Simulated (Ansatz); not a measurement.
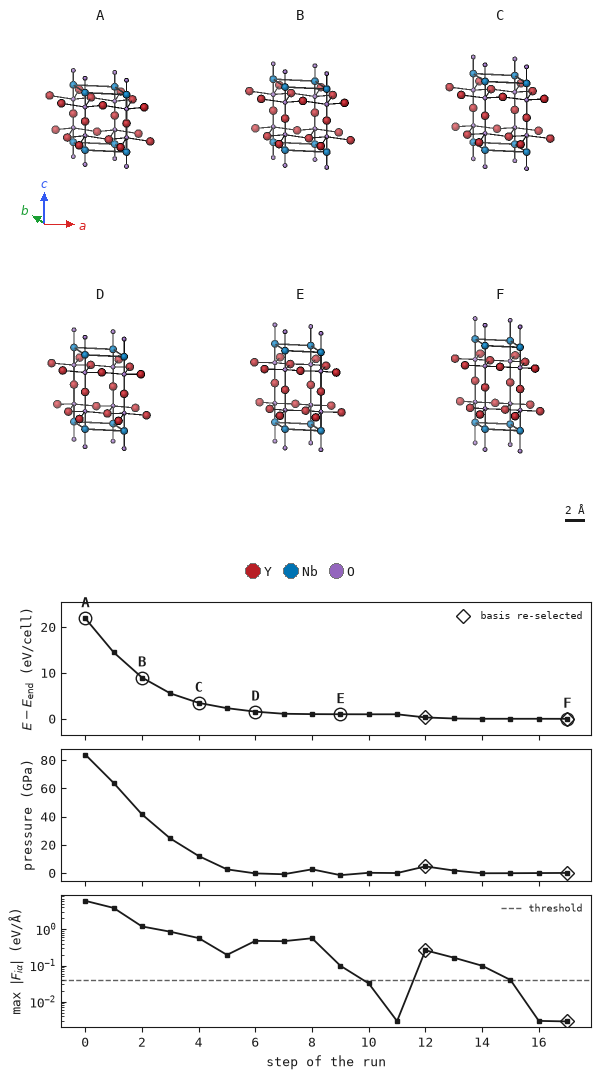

Frames of a relaxation of crystalline Y₃NbO₂ (a generated structure, set up in P-3m1) (coarse preliminary run), marked on the history of the run. Style: ball-and-stick. Shown: the cell of the calculation, slightly off an axis.

Method: DFT PBE, scalar-relativistic, plane waves, PAW (Ansatz). Set-up: plane-wave cutoff 420 eV; k-point mesh 6 × 6 × 4; occupations gaussian; smearing width 0.1 eV; no spin polarisation; cell and atoms relaxed; force threshold 0.04 eV/Å; at most 70 steps.

Q: What happens along the run?

A: The largest moves relative to the cell, 0.54 Å, are those of Y atoms. Largest moves by element: Y 0.54 Å, O 0.05 Å. Nb stays in place. The volume changes by +3.9 %, with a = b 4.631 → 3.916 Å (−15.4 %), c 6.339 → 9.213 Å (+45.3 %). Some distances before and after: Nb–Y 3.169 → 4.607 Å, Y–Y 3.374 → 4.659 Å, O–Y 1.582 → 2.352 Å, Nb–O 1.588 → 2.255 Å. Among the angles between lasting bonds that change: Y–O–Y 101.8° → 95.5°, Y–O–Nb 78.2° → 84.5°, O–Y–O 115.9° → 119.1°. The space group stays P-3m1 (No. 164). After 15 accepted moves (17 points after the start) the energy has fallen by 21.920 eV per cell of the calculation. The largest force component goes from 6.1 to 0.0029 eV/Å. The pressure goes from 84.02 to 0.12 GPa. The SCF was repeated twice at an unchanged geometry on a basis and grid sized afresh for the cell, which shifted the energy by 0.686 eV per cell of the calculation at most. From step 0 to 2: O atoms move most (0.05 Å), volume +11.0 %, energy −12.911 eV per cell of the calculation. From step 2 to 4: Y atoms move most (0.08 Å), volume +8.1 %, energy −5.530 eV per cell of the calculation. From step 4 to 6: Y atoms move most (0.13 Å), volume −4.2 %, energy −1.914 eV per cell of the calculation. From step 6 to 9: Y atoms move most (0.23 Å), volume −10.9 %, energy −0.564 eV per cell of the calculation. From step 9 to 17: O atoms move most (0.03 Å), volume +1.5 %, energy −1.001 eV per cell of the calculation.

```csv
step,"E − E(0), meV/atom","largest force component, eV/Å","pressure, GPa","volume, Å³/atom",note
0,0.00,6.0582,84.02,19.622,
1,-1234.71,3.8678,63.93,20.740,
2,-2151.90,1.1930,41.63,21.781,
3,-2727.91,0.8535,24.55,22.778,
4,-3073.55,0.5703,12.12,23.551,
5,-3265.88,0.1962,2.66,24.041,
6,-3392.57,0.4770,-0.20,22.568,
7,-3469.59,0.4681,-0.80,20.885,
8,-3482.68,0.5636,2.68,19.543,
9,-3486.57,0.0986,-1.45,20.099,
10,-3488.40,0.0321,0.21,19.975,
11,-3488.53,0.0029,0.05,19.960,
12,-3602.86,0.2631,4.76,19.960,"same geometry, new basis"
13,-3641.28,0.1646,1.85,20.193,
14,-3651.10,0.0986,-0.10,20.426,
15,-3651.50,0.0400,-0.06,20.408,
16,-3651.56,0.0030,0.04,20.392,
17,-3653.41,0.0029,0.12,20.392,"same geometry, new basis"
```
